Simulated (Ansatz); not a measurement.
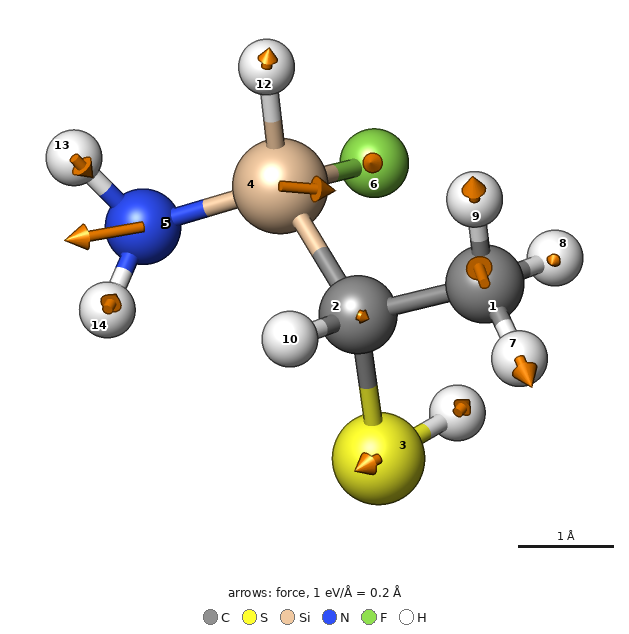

Starting geometry of C$_{2}$H$_{8}$FNSSi with the computed forces as orange arrows. The picture is a ball-and-stick view, seen at a tilt.

The run prepares an end point of a later path (inversion) calculation, from a guessed geometry.

These are results of RKS PBE0-D4/def2-SVP in Ansatz, not measurements. Set-up: no spin polarisation; force threshold 0.015 eV/Å; at most 40 steps.

### What follows when this structure is relaxed?

It isn't relaxed: the largest force vector, on the N atom, is 4.46 eV/Å. The final displacements follow the starting forces only in part (cosine between the two patterns 0.33). The atom that moves furthest after the best rigid fit is an H atom (0.51 Å). By element the largest moves are H 0.51 Å, N 0.33 Å, S 0.23 Å, F 0.20 Å, Si 0.10 Å, C 0.10 Å. Some distances before and after: C–H 1.046 → 1.101 Å, H–Si 1.434 → 1.488 Å, H–N 1.065 → 1.012 Å, N–Si 1.659 → 1.703 Å. Bond angles that change, for instance: Si–N–H 108.0° → 122.6°, N–Si–F 102.6° → 114.4°, H–N–H 102.0° → 112.6°. The energy falls by 17.4 kcal/mol in 9 accepted moves (11 points after the start). Largest force component: 3.8 eV/Å at the start, 0.011 eV/Å at the end. The line search rejected the trial steps at points 7, 10 of the run. Cost: 71 s on 2 threads of Arm Neoverse V1, on a shared host, peak memory 0.35 GiB.
